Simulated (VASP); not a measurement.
Band structure of La3TlC (space group Pm-3m). Method: LDA (Ceperley-Alder, Perdew-Zunger), VASP's LDA PAW potentials (set 64) (plane waves; VASP).

Unless said otherwise, spin-orbit coupling is left out, though it shifts the bands of the heavy elements here.

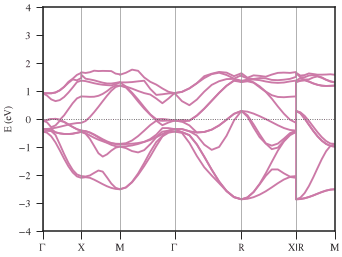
Fig. 1. Bands along high-symmetry lines, zero at the valence-band maximum or, without a gap, the Fermi level

Task: Read the plot: is there a gap, and where are the band edges?

Result: It has no gap at this level: it comes out as a metal or semimetal.

The structure comes from a computed database's La3TlC entry (Pm-3m); how it stands against other phases isn't given here. The cell was not relaxed at this level.
